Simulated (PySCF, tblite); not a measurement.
# C₃₅H₂₂O₄: electronic excitations, NMR shifts

What do calculations give for the electronic excitations, NMR shifts of C₃₅H₂₂O₄ (`CC1(C)c2cc(C=C3C(=O)c4ccccc4C3=O)ccc2-c2ccc(C=C3C(=O)c4ccccc4C3=O)cc21`)?

Programs: tblite 0.8.0 and PySCF 2.14.0, with routines of our own; each step states its level. All values are computed. Atoms count from 0.

## 1. The starting structure

61 atoms, charge 0, multiplicity 1; geometry from: force field, distance geometry or constructed start.

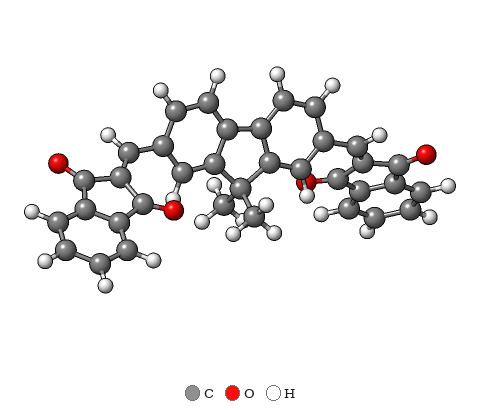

The starting geometry (carbon grey, oxygen red, hydrogen white).

## 2. Geometry optimisation with GFN2-xTB

The job: settings as JSON, then the geometry in Å.

```
{"job": {"kind": "relax", "xc": "GFN2-xTB", "basis": "xTB"}, "charge": 0, "multiplicity": 1}
C     -0.379600    -0.326600    -1.605400
C     -0.005000     0.159600    -0.206700
C      0.374000     1.642200    -0.208600
C     -1.126500    -0.118800     0.794700
C     -2.426800     0.367300     0.804600
C     -3.305500    -0.046600     1.808500
C     -4.676600     0.460900     1.895000
C     -5.604300     0.447500     0.936400
C     -6.970800     0.982300     1.187200
O     -7.410300     1.485100     2.205000
C     -7.713700     0.782800    -0.065400
C     -9.027200     1.117700    -0.340700
C     -9.513700     0.826000    -1.613300
C     -8.683200     0.209000    -2.583100
C     -7.362600    -0.117500    -2.281700
C     -6.898000     0.176400    -1.006800
C     -5.557200    -0.068100    -0.460800
O     -4.641600    -0.587600    -1.065600
C     -2.843100    -0.917400     2.821900
C     -1.527100    -1.406300     2.821000
C     -0.679300    -1.003800     1.805700
C      0.705200    -1.347000     1.549500
C      1.577100    -2.163900     2.256500
C      2.878000    -2.323100     1.772700
C      3.323700    -1.646300     0.614600
C      4.688400    -1.886600     0.151700
C      5.615200    -0.960900    -0.164400
C      5.551800     0.525100    -0.133500
O      4.633200     1.255400     0.161800
C      6.883600     0.976200    -0.559600
C      7.338100     2.276600    -0.703500
C      8.651400     2.461400    -1.128900
C      9.483200     1.356200    -1.406600
C      9.013000     0.047200    -1.254700
C      7.705100    -0.112300    -0.838700
C      6.979100    -1.365400    -0.609000
O      7.419400    -2.488100    -0.756000
C      2.432900    -0.835500    -0.101600
C      1.137000    -0.691000     0.380000
H     -0.655700    -1.385500    -1.606700
H      0.442700    -0.194200    -2.306700
H     -1.239700     0.223700    -1.991200
H     -0.462700     2.262700    -0.560900
H      0.646400     1.999000     0.789400
H      1.217100     1.840900    -0.868700
H     -2.750100     1.053700     0.018900
H     -4.937600     0.863100     2.875500
H     -9.652900     1.596200     0.410100
H    -10.537300     1.074400    -1.874500
H     -9.084700    -0.009600    -3.566500
H     -6.717800    -0.605300    -3.013100
H     -3.507200    -1.230800     3.616600
H     -1.199300    -2.083900     3.598900
H      1.253800    -2.688200     3.145600
H      3.565900    -2.964900     2.325200
H      4.965200    -2.936600     0.086000
H      6.693000     3.114700    -0.488600
H      9.047400     3.476500    -1.250700
H     10.507900     1.524500    -1.731400
H      9.642700    -0.806800    -1.468800
H      2.735900    -0.322900    -1.002500
```

On the command line:

```bash
> OMP_NUM_THREADS=4 python large_run.py task.json out
```

The driver reads the jobs from task.json and runs them one after another.

Output:

```text
step      E/eV     max force
  0   -2786.01758    1.089
  1   -2786.12277    0.719
  2   -2786.16622    0.405
  3   -2786.19392    0.274
  4   -2786.21030    0.214
  5   -2786.22560    0.150
  6   -2786.23358    0.134
  7   -2786.23932    0.144
  8   -2786.24390    0.160
  9   -2786.24789    0.132
 10   -2786.25083    0.097
 11   -2786.25216    0.098
 12   -2786.25422    0.073
 13   -2786.25539    0.089
 14   -2786.25734    0.088
 15   -2786.25935    0.089
 16   -2786.26162    0.072
 17   -2786.26353    0.101
 18   -2786.26543    0.103
 19   -2786.26751    0.097
 20   -2786.26999    0.084
 21   -2786.27273    0.087
 22   -2786.27483    0.079
 23   -2786.27672    0.064
 24   -2786.27807    0.058
 25   -2786.27910    0.052
 26   -2786.28010    0.085
 27   -2786.28135    0.097
 28   -2786.28291    0.071
 29   -2786.28475    0.062
 30   -2786.28646    0.065
 31   -2786.28802    0.088
 32   -2786.28974    0.134
 33   -2786.29143    0.118
 34   -2786.29278    0.050
 35   -2786.29366    0.042
 36   -2786.29427    0.036
 37   -2786.29491    0.039
 38   -2786.29550    0.046
 39   -2786.29602    0.043
 40   -2786.29654    0.033
 41   -2786.29711    0.040
 42   -2786.29775    0.043
 43   -2786.29846    0.040
 44   -2786.29925    0.044
 45   -2786.30020    0.045
 46   -2786.30132    0.057
 47   -2786.30244    0.059
 48   -2786.30335    0.039
 49   -2786.30401    0.037
 50   -2786.30451    0.035
 51   -2786.30495    0.033
 52   -2786.30538    0.031
 53   -2786.30586    0.039
 54   -2786.30645    0.044
 55   -2786.30718    0.056
 56   -2786.30797    0.054
 57   -2786.30867    0.035
 58   -2786.30923    0.029
 59   -2786.30973    0.036
 60   -2786.31025    0.034
 61   -2786.31080    0.034
 62   -2786.31132    0.032
 63   -2786.31178    0.030
 64   -2786.31222    0.032
 65   -2786.31266    0.033
 66   -2786.31313    0.037
 67   -2786.31361    0.040
 68   -2786.31409    0.045
 69   -2786.31460    0.043
 70   -2786.31516    0.035
 71   -2786.31579    0.049
 72   -2786.31645    0.044
 73   -2786.31706    0.034
 74   -2786.31752    0.033
 75   -2786.31793    0.031
 76   -2786.31841    0.039
 77   -2786.31901    0.043
 78   -2786.31973    0.041
 79   -2786.32047    0.034
 80   -2786.32116    0.037
 81   -2786.32183    0.036
 82   -2786.32244    0.041
 83   -2786.32308    0.035
 84   -2786.32364    0.035
 85   -2786.32421    0.041
 86   -2786.32483    0.037
 87   -2786.32543    0.035
 88   -2786.32602    0.032
 89   -2786.32655    0.034
 90   -2786.32709    0.033
 91   -2786.32762    0.030
 92   -2786.32805    0.027
 93   -2786.32833    0.025
 94   -2786.32854    0.024
 95   -2786.32875    0.023
 96   -2786.32898    0.021
 97   -2786.32922    0.022
 98   -2786.32949    0.025
 99   -2786.32979    0.031
100   -2786.33020    0.035
101   -2786.33072    0.032
102   -2786.33127    0.032
103   -2786.33184    0.036
104   -2786.33249    0.041
105   -2786.33323    0.042
106   -2786.33394    0.035
107   -2786.33446    0.034
108   -2786.33486    0.034
109   -2786.33521    0.032
110   -2786.33566    0.037
111   -2786.33605    0.030
112   -2786.33636    0.025
113   -2786.33666    0.023
114   -2786.33695    0.026
115   -2786.33727    0.038
116   -2786.33763    0.027
117   -2786.33802    0.029
118   -2786.33841    0.030
119   -2786.33874    0.043
120   -2786.33906    0.041
121   -2786.33933    0.023
122   -2786.33964    0.030
123   -2786.33993    0.032
124   -2786.34031    0.030
125   -2786.34073    0.042
126   -2786.34122    0.037
127   -2786.34172    0.039
128   -2786.34216    0.038
129   -2786.34256    0.034
130   -2786.34296    0.037
131   -2786.34341    0.042
132   -2786.34387    0.027
133   -2786.34420    0.030
134   -2786.34451    0.026
135   -2786.34483    0.023
136   -2786.34509    0.024
137   -2786.34531    0.022
138   -2786.34553    0.022
139   -2786.34584    0.027
140   -2786.34619    0.033
141   -2786.34656    0.029
142   -2786.34688    0.031
143   -2786.34722    0.036
144   -2786.34761    0.036
145   -2786.34809    0.034
146   -2786.34851    0.028
147   -2786.34884    0.027
148   -2786.34910    0.024
149   -2786.34935    0.028
150   -2786.34960    0.034
151   -2786.34995    0.034
152   -2786.35046    0.036
153   -2786.35116    0.039
154   -2786.35191    0.040
155   -2786.35257    0.054
156   -2786.35308    0.042
157   -2786.35346    0.028
158   -2786.35372    0.033
159   -2786.35392    0.032
160   -2786.35411    0.024
161   -2786.35456    0.031
162   -2786.35485    0.039
163   -2786.35548    0.058
164   -2786.35609    0.045
165   -2786.35696    0.042
166   -2786.35805    0.054
167   -2786.35962    0.059
168   -2786.36166    0.065
169   -2786.36275    0.177
170   -2786.36598    0.084
171   -2786.36877    0.078
172   -2786.37575    0.119
173   -2786.37845    0.126
174   -2786.38106    0.102
175   -2786.38454    0.118
176   -2786.38666    0.089
177   -2786.38836    0.140
178   -2786.39094    0.121
179   -2786.39267    0.157
180   -2786.39367    0.048
181   -2786.39476    0.084
182   -2786.39561    0.058
183   -2786.39621    0.049
184   -2786.39688    0.050
185   -2786.39759    0.039
186   -2786.39813    0.047
187   -2786.39876    0.042
188   -2786.39947    0.048
189   -2786.40020    0.042
190   -2786.40076    0.056
191   -2786.40132    0.039
192   -2786.40182    0.051
193   -2786.40235    0.048
194   -2786.40304    0.042
195   -2786.40394    0.044
196   -2786.40489    0.050
197   -2786.40592    0.058
198   -2786.40683    0.092
199   -2786.40730    0.100
200   -2786.40866    0.067
201   -2786.40952    0.063
202   -2786.41048    0.043
203   -2786.41115    0.079
204   -2786.41179    0.046
205   -2786.41231    0.041
206   -2786.41269    0.045
207   -2786.41300    0.041
208   -2786.41334    0.046
209   -2786.41374    0.041
210   -2786.41409    0.042
211   -2786.41445    0.025
212   -2786.41484    0.028
213   -2786.41513    0.031
214   -2786.41537    0.022
215   -2786.41564    0.023
216   -2786.41586    0.023
217   -2786.41606    0.023
218   -2786.41628    0.033
219   -2786.41653    0.030
220   -2786.41683    0.029
221   -2786.41724    0.037
222   -2786.41776    0.040
223   -2786.41842    0.052
224   -2786.41935    0.052
225   -2786.42019    0.061
226   -2786.42114    0.065
227   -2786.42185    0.055
228   -2786.42267    0.056
229   -2786.42315    0.045
230   -2786.42364    0.039
231   -2786.42451    0.047
232   -2786.42520    0.036
233   -2786.42575    0.044
234   -2786.42615    0.066
235   -2786.42658    0.039
236   -2786.42699    0.051
237   -2786.42739    0.051
238   -2786.42776    0.030
239   -2786.42811    0.039
240   -2786.42833    0.018
```

Wall time 8.9 s (4 threads of Arm Neoverse V1, shared host); peak memory 0.19 GiB.

Along the way:

| step | energy from step 0 (eV) | largest force (eV/Å) |
| --- | --- | --- |
| 0 | 0.0000 | 1.0892 |
| 1 | -0.1052 | 0.7189 |
| 2 | -0.1486 | 0.4054 |
| 3 | -0.1763 | 0.2740 |
| 4 | -0.1927 | 0.2145 |
| 5 | -0.2080 | 0.1497 |
| 6 | -0.2160 | 0.1332 |
| 7 | -0.2217 | 0.1435 |
| 8 | -0.2263 | 0.1601 |
| 28 | -0.2653 | 0.0709 |
| 49 | -0.2864 | 0.0366 |
| 70 | -0.2976 | 0.0351 |
| 90 | -0.3095 | 0.0335 |
| 111 | -0.3185 | 0.0295 |
| 132 | -0.3263 | 0.0276 |
| 153 | -0.3336 | 0.0385 |
| 173 | -0.3609 | 0.1261 |
| 194 | -0.3855 | 0.0416 |
| 215 | -0.3981 | 0.0236 |
| 236 | -0.4094 | 0.0512 |
| 237 | -0.4098 | 0.0513 |
| 238 | -0.4102 | 0.0305 |
| 239 | -0.4105 | 0.0390 |
| 240 | -0.4108 | 0.0186 |

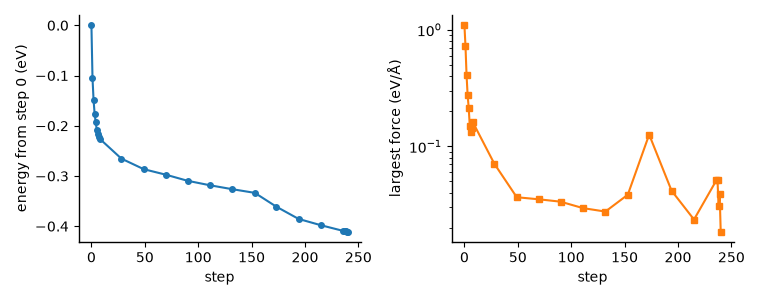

Energy and force, step by step.

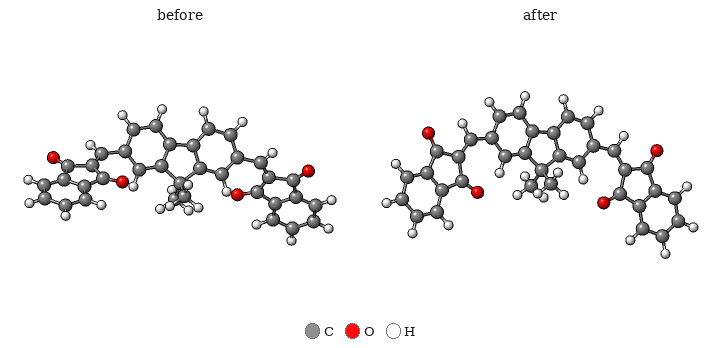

Before and after, at one scale.

Distances of close pairs at the start and the end, largest changes first:

| bond | before (Å) | after (Å) | change (Å) |
| --- | --- | --- | --- |
| C5–C6 | 1.465 | 1.435 | -0.030 |
| C1–C38 | 1.540 | 1.511 | -0.029 |
| C12–C13 | 1.418 | 1.389 | -0.029 |
| C18–C19 | 1.404 | 1.377 | -0.026 |
| C24–C25 | 1.461 | 1.435 | -0.026 |
| C6–C7 | 1.334 | 1.358 | +0.024 |
| C31–C32 | 1.411 | 1.389 | -0.022 |
| C22–C23 | 1.397 | 1.378 | -0.020 |

The next job starts from the end point, and lists it.

## 3. Electronic excitations: TDA wB97X-D/def2-SVP

The job: settings as JSON, then the geometry in Å.

```
{"job": {"kind": "uv", "basis": "def2-SVP", "grid": 1, "kgrid": 0, "vcut": 1.5, "nstates": 6, "ntriplets": 2, "tda": true, "delta": [], "pop": true, "xc": "wB97X-D"}, "charge": 0, "multiplicity": 1}
C     -0.051135    -0.569485    -1.339375
C      0.002181    -0.054542     0.102129
C      0.044883     1.477018     0.111879
C     -1.160705    -0.576491     0.913609
C     -2.502718    -0.370976     0.707817
C     -3.429402    -0.943432     1.594427
C     -4.850190    -0.777458     1.481415
C     -5.656984    -0.148158     0.588277
C     -7.125055    -0.197295     0.839289
O     -7.675364    -0.741206     1.771119
C     -7.763914     0.548290    -0.265460
C     -9.101754     0.803770    -0.504905
C     -9.433439     1.540388    -1.634126
C     -8.451936     2.005195    -2.500032
C     -7.108172     1.750228    -2.260933
C     -6.774711     1.019661    -1.134809
C     -5.428961     0.619163    -0.654592
O     -4.385879     0.895327    -1.211394
C     -2.957717    -1.723184     2.668375
C     -1.612406    -1.938692     2.870608
C     -0.705628    -1.360191     1.989477
C      0.739534    -1.404140     1.947165
C      1.661987    -2.040659     2.770386
C      3.002826    -1.910252     2.482762
C      3.455722    -1.148652     1.387927
C      4.873485    -1.084090     1.177772
C      5.665348    -0.438795     0.282833
C      5.415434     0.484183    -0.844374
O      4.363354     0.912232    -1.273131
C      6.751475     0.816450    -1.397872
C      7.066806     1.643968    -2.460039
C      8.405301     1.795659    -2.795779
C      9.400114     1.134016    -2.087801
C      9.086932     0.302931    -1.020786
C      7.754391     0.152692    -0.683855
C      7.136083    -0.651991     0.390434
O      7.701848    -1.351705     1.200922
C      2.513462    -0.509192     0.566726
C      1.176522    -0.643181     0.848071
H     -0.106504    -1.655943    -1.350456
H      0.839754    -0.259907    -1.880046
H     -0.927656    -0.172072    -1.844270
H     -0.853110     1.877424    -0.352461
H      0.106569     1.848778     1.132887
H      0.913336     1.828469    -0.439630
H     -2.850283     0.223604    -0.120140
H     -5.413144    -1.252382     2.284586
H     -9.858542     0.438677     0.172371
H    -10.470389     1.756783    -1.844709
H     -8.741507     2.572437    -3.372355
H     -6.337087     2.107017    -2.926943
H     -3.674614    -2.164356     3.346176
H     -1.270901    -2.543194     3.697589
H      1.337501    -2.625498     3.618168
H      3.731790    -2.400363     3.112432
H      5.447861    -1.682280     1.884377
H      6.286979     2.154051    -3.004533
H      8.678889     2.437781    -3.619684
H     10.432512     1.269989    -2.373716
H      9.853885    -0.211789    -0.462676
H      2.843129     0.078233    -0.273132
```

Level: TDA wB97X-D/def2-SVP, vertical, gas phase, core orbitals frozen in the response, virtual orbitals cut by energy.

Output:

```text
start: PBE on a coarse grid of 52598 points
cycle   1  E = -1643.7171381035  dE =  6.648e+00  |g| = 1.709e+00  |ddm| = 1.155e+01
cycle   2  E = -1637.9568690603  dE =  5.760e+00  |g| = 4.966e+00  |ddm| = 9.486e+00
cycle   3  E = -1644.0196952059  dE = -6.063e+00  |g| = 1.051e+00  |ddm| = 8.532e+00
cycle   4  E = -1644.3177839988  dE = -2.981e-01  |g| = 3.512e-01  |ddm| = 2.123e+00
cycle   5  E = -1644.3055653276  dE =  1.222e-02  |g| = 3.992e-01  |ddm| = 1.073e+00
cycle   6  E = -1644.3534800868  dE = -4.791e-02  |g| = 6.604e-02  |ddm| = 6.454e-01
cycle   7  E = -1644.3543950641  dE = -9.150e-04  |g| = 3.617e-02  |ddm| = 1.217e-01
cycle   8  E = -1644.3547338108  dE = -3.387e-04  |g| = 1.326e-02  |ddm| = 6.153e-02
cycle   9  E = -1644.3547798481  dE = -4.604e-05  |g| = 4.844e-03  |ddm| = 2.327e-02
final grid: 231750 points
cycle  10  E = -1646.1141160337  dE = -2.721e-02  |g| = 1.260e-01  |ddm| = 2.100e+00
cycle  11  E = -1646.1126961715  dE =  1.420e-03  |g| = 1.770e-01  |ddm| = 4.338e-01
cycle  12  E = -1646.1186735970  dE = -5.977e-03  |g| = 1.988e-02  |ddm| = 2.169e-01
cycle  13  E = -1646.1188460022  dE = -1.724e-04  |g| = 9.258e-03  |ddm| = 5.567e-02
cycle  14  E = -1646.1188872466  dE = -4.124e-05  |g| = 3.642e-03  |ddm| = 2.396e-02
cycle  15  E = -1646.1188933404  dE = -6.094e-06  |g| = 9.394e-04  |ddm| = 8.038e-03
cycle  16  E = -1646.1188937598  dE = -4.194e-07  |g| = 4.854e-04  |ddm| = 3.724e-03
cycle  17  E = -1646.1188928665  dE =  8.932e-07  |g| = 1.894e-04  |ddm| = 1.177e-03
cycle  18  E = -1646.1188953528  dE = -2.486e-06  |g| = 6.306e-05  |ddm| = 6.780e-04
converged SCF energy = -1646.1188953528

Static polarisability (au): isotropic 478.697, principal 162.333 440.567 833.191

Singlet excitations
state   eV       nm        f      main configurations
  1   3.3654    368.4   2.10057   H->L 0.85
  2   3.4190    362.6   0.01611   H-1->L 0.26, H-2->L+1 0.20, H-3->L 0.17
  3   3.4214    362.4   0.03735   H-2->L 0.42, H-2->L+1 0.12, H-3->L+1 0.11
  4   3.6451    340.1   0.00075   H-1->L+2 0.17, H-1->L+3 0.14, H-10->L 0.10
  5   3.6495    339.7   0.00065   H-2->L+3 0.26, H-2->L+2 0.22, H-11->L 0.10
  6   4.2640    290.8   0.21083   H->L+1 0.44, H-3->L 0.12, H-4->L 0.11

Triplet excitations (Tamm-Dancoff, eV): 2.2811 2.6778
```

Run time: 2.3 min. Hardware: 4 threads of Arm Neoverse V1, shared host; peak memory 2.8 GiB.

The orbitals next to the gap, with their largest atomic shares:

| orbital | eV | atoms |
| --- | --- | --- |
| HOMO−4 | -9.20 | C23 14 %, C18 14 %, C22 9 % |
| HOMO−3 | -9.14 | C26 11 %, O36 10 %, C7 9 % |
| HOMO−2 | -9.13 | O9 24 %, O17 22 %, C7 9 % |
| HOMO−1 | -9.12 | O36 16 %, O28 15 %, C26 11 % |
| HOMO | -7.90 | C5 11 %, C24 11 %, C7 9 % |
| LUMO | -1.54 | C25 11 %, C6 11 %, C26 5 % |
| LUMO+1 | -0.79 | C6 13 %, C25 13 %, C16 5 % |
| LUMO+2 | -0.43 | C34 7 %, C29 7 %, C35 7 % |
| LUMO+3 | -0.42 | C8 8 %, O9 7 %, C10 7 % |

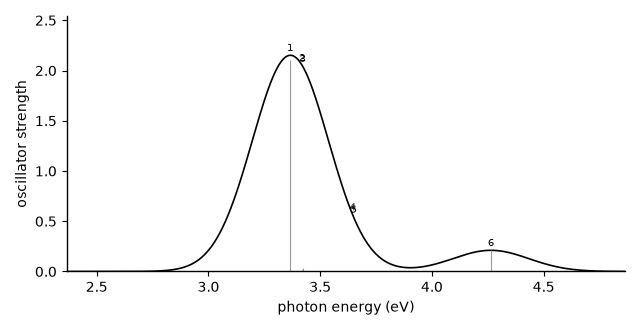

Absorption spectrum from the 6 singlet states computed; above the last one it falls off for lack of states. Lines are broadened to a width of 0.40 eV (Gaussian).

Ground-state properties from the same run:

| property | computed |
| --- | --- |
| dipole moment (D) | 2.58 |
| polarisability (Å³) | 70.94 |
| HOMO–LUMO gap (eV) | 6.36 |
| −ε(HOMO) (eV) | 7.90 |

[end of part 1 of 2]
